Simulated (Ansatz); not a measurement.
ScAl3 (Pm-3m): Drude plasma energy against volume

The cell of ScAl3 (Pm-3m) is scaled evenly and the response computed anew at each volume, on one mesh. The atoms keep their fractional positions.

It takes space group Pm-3m (No. 221, cubic). Conventional cell: a = 4.088 Å, b = 4.088 Å, c = 4.088 Å, α = 90.00°, β = 90.00°, γ = 90.00°. Around Sc on site a lie 12 Al at 2.89 Å. Al on site c has 4 Sc at 2.89 Å and 8 Al at 2.89 Å as nearest neighbours.

Method: Ansatz 0.2.0, PBE, independent particles, k-mesh 10×10×10 with interpolation inside its cells, Gaussian parameter 0.1 eV.

Launch of the response step: `ansatz run input.yaml --threads 4 --pin off --max-ram 8192MiB --backend cpu --events-out ev --progress --plain --runs-dir out`. The series took 2.2 min in all, on 4 threads of Intel(R) Xeon(R) Processor @ 2.70GHz, on a shared host.

| V/V₀ | V (Å³, primitive cell) | Drude plasma energy (eV) |
| --- | --- | --- |
| 0.94 | 64.21 | 5.8903 |
| 0.96 | 65.58 | 5.8364 |
| 0.98 | 66.94 | 5.7849 |
| 1.00 | 68.31 | 5.7352 |
| 1.02 | 69.67 | 5.6891 |
| 1.04 | 71.04 | ? |
| 1.06 | 72.41 | 5.6073 |

For small changes the quantity should be close to linear in ln V.

Working, on the rows shown:

| x = ln(V/V₀) | y = Drude plasma energy |
| --- | --- |
| -0.0618754 | 5.8903 |
| -0.040822 | 5.8364 |
| -0.0202027 | 5.7849 |
| 0 | 5.7352 |
| 0.0198026 | 5.6891 |
| 0.0582689 | 5.6073 |

Means: x̄ = -0.0074714, ȳ = 5.7572. Σ(x − x̄)(y − ȳ) = -0.02211, Σ(x − x̄)² = 0.009356. Slope = -0.02211 / 0.009356 = -2.363; intercept = ȳ − slope · x̄ = 5.7395. The line misses the rows shown by at most 0.0055 eV.

Q: Fill in the last column of the withheld row.

A: At x = 0.039221 the line gives y = 5.6468 eV. The run gave 5.6460 eV, so the interpolation is off by 0.00085 eV, 0.3 % of the range in the table.

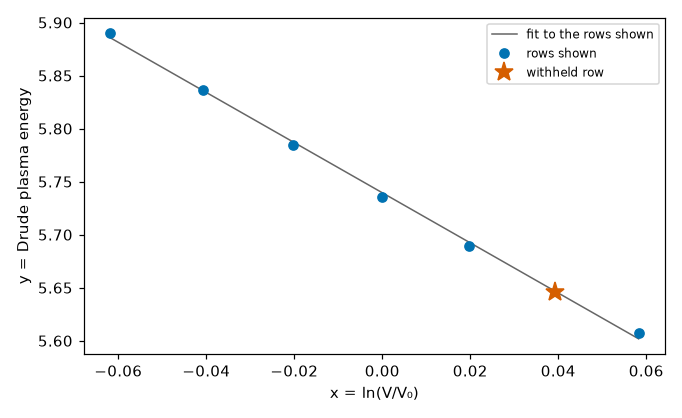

Between the rows on either side of x = 0 the slope is (5.6891 − 5.7849) / (0.019803 − (-0.020203)) = -2.395. So d ln ωp/d ln V = -0.42; free electrons would give −0.50. The values come from a sum over the points of one k-mesh and carry its error, which is largest for Fermi-surface quantities.
